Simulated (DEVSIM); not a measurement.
System: Mo/SiO2/p-Si capacitor, at 400 K.

| layer (left to right) | material | thickness (nm) | Na (cm⁻³) |
|---|---|---|---|
| 1 | SiO2 | 19.0 | - |
| 2 | Si | 1500 | 1.5e17 |

Metal gate on the left, work function 4.6 eV. Fixed charge at the semiconductor interface 1.82e12 cm⁻² (in units of +e); interface traps 6.5e10 cm⁻² eV⁻¹, uniform in energy, neutral level at 0.3 of the gap above the valence band.

The device is made up for the run: typed textbook-type constants, with dimensions and the other settings drawn at random. Values at 300 K; Nc and Nv go as T^1.5, mobilities as T to minus their exponent, the gap by Varshni's rule with the affinity fixed.

```tsv
parameter	SiO2	Si
gap (eV)	9	1.124
affinity (eV)	0.9	4.05
permittivity	3.9	11.7
Nc (cm⁻³)	-	2.86e19
Nv (cm⁻³)	-	3.1e19
Varshni α (eV/K)	-	0.000473
Varshni β (K)	-	636
```

DEVSIM, 1D Poisson equation in equilibrium, Boltzmann statistics, complete ionisation; no quantum confinement or tunnelling. Metal contacts follow the ideal Schottky-Mott rule: no Fermi-level pinning, no interface dipoles.

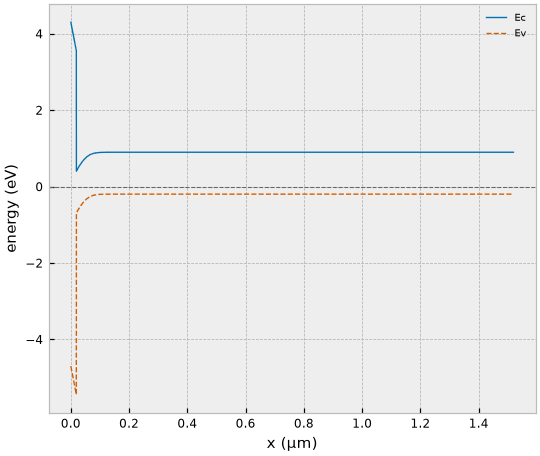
*Band edges at -0.6 V on the gate*

Energies count from the Fermi level of the right contact; mesh points crowd at the junctions.

```tsv
x (μm)	Ec (eV)	Ev (eV)	n (cm⁻³)	p (cm⁻³)	field (V/cm)
0.000	4.300	-4.700	< 1e2	< 1e2	-390000
0.001300	4.249	-4.751	< 1e2	< 1e2	-390000
0.003873	4.147	-4.853	< 1e2	< 1e2	-390000
0.008966	3.947	-5.053	< 1e2	< 1e2	-390000
0.01561	3.685	-5.315	< 1e2	< 1e2	-390000
0.01794	3.593	-5.407	< 1e2	< 1e2	-390000
0.01912	0.403	-0.693	3.6e14	8.8e10	150000
0.02139	0.436	-0.661	1.4e14	2.3e11	140000
0.02557	0.493	-0.604	2.7e13	1.2e12	130000
0.03468	0.603	-0.494	1.1e12	2.9e13	110000
0.05453	0.775	-0.321	7.5e9	4.3e15	64000
0.1191	0.897	-0.200	2.2e8	1.5e17	900
0.2385	0.898	-0.199	2.1e8	1.5e17	≈ 0
0.4984	0.898	-0.199	2.1e8	1.5e17	≈ 0
1.098	0.898	-0.199	2.1e8	1.5e17	≈ 0
1.326	0.898	-0.199	2.1e8	1.5e17	≈ 0
1.428	0.898	-0.199	2.1e8	1.5e17	≈ 0
1.478	0.898	-0.199	2.1e8	1.5e17	≈ 0
1.505	0.898	-0.199	2.1e8	1.5e17	≈ 0
1.513	0.898	-0.199	2.1e8	1.5e17	≈ 0
1.517	0.898	-0.199	2.1e8	1.5e17	≈ 0
1.519	0.898	-0.199	2.1e8	1.5e17	≈ 0
```
